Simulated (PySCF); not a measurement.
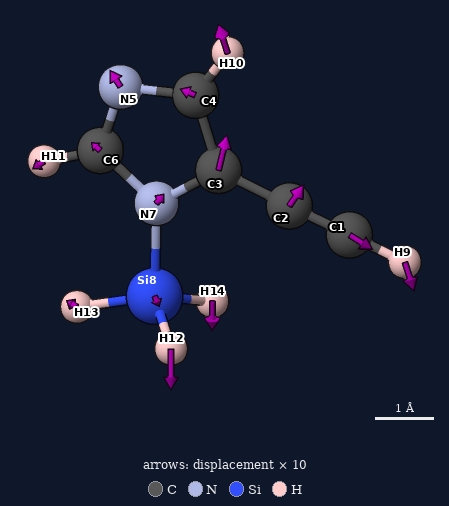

This is a relaxation of C₅H₆N₂Si. The starting structure is drawn; purple arrows show the displacements, magnified 10 times. The two geometries are superimposed by the best rigid fit.

Style: ball-and-stick. Shown at a tilt.

The start comes from GFN2-xTB. Its atoms were then displaced at random by about 0.01 Å.

The calculation used PBE0-D3(BJ)/def2-SVP geometry optimisation, gas phase in PySCF. 

Describe the change and its energy.

Answer. H12 moves most after the best rigid fit: 0.074 Å. Largest moves by element: H 0.074 Å, C 0.066 Å, N 0.037 Å, Si 0.022 Å. Near-neighbour distances that change, for instance: C4–H10 1.039 → 1.088 Å, C1–C2 1.173 → 1.215 Å, N7–Si8 1.746 → 1.785 Å, C3–C4 1.422 → 1.384 Å. Among the angles between lasting bonds that change: C3–C4–N5 107.4° → 110.4°, C2–C3–C4 129.3° → 132.2°, C2–C3–N7 124.4° → 122.2°. Over 7 geometry steps the energy falls by 0.293 eV.
